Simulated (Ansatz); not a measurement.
**CCSDTQ/STO-3G run of SiH4S (Si(SH)H3)**

What is the energy change on altering one bond length of SiH4S (Si(SH)H3) at CCSDTQ/STO-3G? 

The calculation is run with Ansatz 0.2.0.

54 further runs of the same task are left out: 54 set aside as unsound or not needed.

## 1. The molecule

SiH4S has 6 atoms, charge 0, and is taken as a singlet. As SMILES, `[H][Si]([H])([H])S`. Geometry: relaxed at GFN2-xTB.

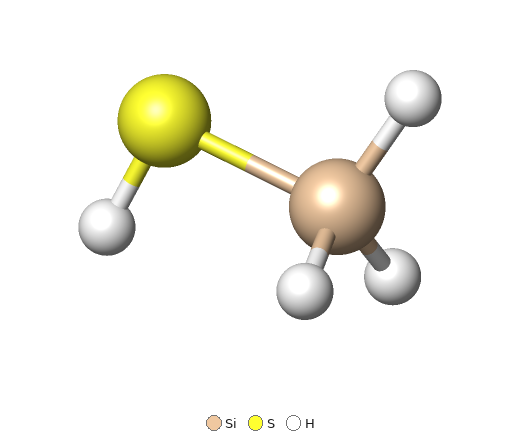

The structure, seen from a chosen angle (silicon light orange, sulfur yellow, hydrogen white).

## 2. The energy at CCSDTQ/STO-3G

The input, input.yaml:

```yaml
crystal:
  periodic: [false, false, false]
  atoms:
    - {symbol: Si, position_ang: [0.201210, -0.014540, -0.544580]}
    - {symbol: S, position_ang: [0.253720, 0.019820, 1.601470]}
    - {symbol: H, position_ang: [-1.056810, 0.059910, 1.795240]}
    - {symbol: H, position_ang: [1.606010, -0.020690, -0.909950]}
    - {symbol: H, position_ang: [-0.503230, 1.180600, -0.990160]}
    - {symbol: H, position_ang: [-0.500900, -1.225100, -0.952020]}
basis:
  gaussian: {orbitals: STO-3G}
total_charge: 0
correlation: {method: ccsdtq, frozen_orbitals: {H: 0, S: 5, Si: 5}}
accuracy: high
scf: {omitted_lower_state_checks: [cluster_reference, increment]}
```

On the command line:

```console
$ ansatz run input.yaml --threads 1 --pin off --max-ram 2610MiB --events-out events.jsonl --progress --plain --runs-dir runs
```

The log of the run (excerpt; [...] marks lines left out):

```text
Warning: RAYON_NUM_THREADS=1 ignored (pool sized by the plan → 1); use --threads N
Functional definition: HF
  name "HF"
[...]
388 factors; integrals over basis functions are off by at most 9.1e-9 eV
[...]
mean field -18534.01516270 eV, -681.1124944225 hartree, gradient 2.8e-8 eV, S^2 0.000000; 0 other end points of the search recorded, 0 dependent functions left out
10 core orbitals not correlated: weight in the atoms' cores, before any rotation towards them, 1.000 or more for the frozen orbitals, at most 0.000 for the correlated occupied ones
reference -18534.01516270 eV, -681.1124944225 hartree; 7, 7 occupied and 5, 5 virtual orbitals, 388 factors
second order -1.70128863 eV of doubles, -0.00000000 eV of singles
cycle   1  -2.19731139 eV  change   -5.0e-1 eV  update   6.0e-2
[...]
cycle  20  -2.48912500 eV  change  -7.3e-10 eV  update  3.9e-10
Total energy: -18536.50428770 eV, -681.2039680790 hartree
Checks for a lower state left out: cluster_reference, increment
```

It took 3.3 s on 1 thread of Arm Neoverse V1, shared host; peak memory 0.1 GiB.

## 3. The distorted shape at the same level

The input, molecule.yaml:

```yaml
crystal:
  periodic: [false, false, false]
  atoms:
    - {symbol: Si, position_ang: [0.376726, 0.288080, -0.442727]}
    - {symbol: S, position_ang: [0.429236, 0.322440, 1.703323]}
    - {symbol: H, position_ang: [-0.881294, 0.362530, 1.897093]}
    - {symbol: H, position_ang: [1.781526, 0.281930, -0.808097]}
    - {symbol: H, position_ang: [-0.327714, 1.483220, -0.888307]}
    - {symbol: H, position_ang: [-0.500900, -1.225100, -0.952020]}
basis:
  gaussian: {orbitals: STO-3G}
correlation: {method: ccsdtq, frozen_orbitals: {H: 0, S: 5, Si: 5}}
accuracy: high
scf: {omitted_lower_state_checks: [cluster_reference, increment]}
```

On the command line:

```console
$ ansatz run molecule.yaml --threads 1 --pin off --max-ram 2610MiB --events-out events.jsonl --progress --plain --runs-dir runs
```

The log of the run (excerpt; [...] marks lines left out):

```text
Warning: RAYON_NUM_THREADS=1 ignored (pool sized by the plan → 1); use --threads N
Functional definition: HF
  name "HF"
[...]
388 factors; integrals over basis functions are off by at most 2.1e-8 eV
[...]
mean field -18532.52533870 eV, -681.0577444003 hartree, gradient 5.7e-8 eV, S^2 0.000000; 0 other end points of the search recorded, 0 dependent functions left out
10 core orbitals not correlated: weight in the atoms' cores, before any rotation towards them, 1.000 or more for the frozen orbitals, at most 0.000 for the correlated occupied ones
reference -18532.52533870 eV, -681.0577444003 hartree; 7, 7 occupied and 5, 5 virtual orbitals, 388 factors
second order -1.93370627 eV of doubles, -0.00000000 eV of singles
cycle   1  -2.51880242 eV  change   -5.9e-1 eV  update   7.1e-2
[...]
cycle  21  -2.89651579 eV  change   5.0e-10 eV  update   1.2e-9
Total energy: -18535.42185449 eV, -681.1641893924 hartree
Checks for a lower state left out: cluster_reference, increment
```

Run time: 3.3 s. Hardware: 1 thread of Arm Neoverse V1, shared host; peak memory 0.1 GiB.

## 4. Outcome

Level: CCSDTQ/STO-3G, 10 core orbitals frozen.

```
                                                          quantity          value
                                         first shape: total energy  -681.20397 Eh
         first shape: correlation energy (10 core orbitals frozen)      -91.5 mEh
                                        first shape: T1 diagnostic          0.005
                                     distorted shape: total energy  -681.16419 Eh
     distorted shape: correlation energy (10 core orbitals frozen)     -106.4 mEh
                                    distorted shape: T1 diagnostic          0.006
energy change with the Si1–H6 bond stretched from 1.458 to 1.822 Å       1.082 eV
```

What this shows: With the Si1–H6 bond stretched from 1.458 to 1.822 Å the energy rises by 1.08 eV (25 kcal/mol). The first shape isn't relaxed at this level, so the change isn't measured from a minimum. The minimal basis adds a large error of its own.
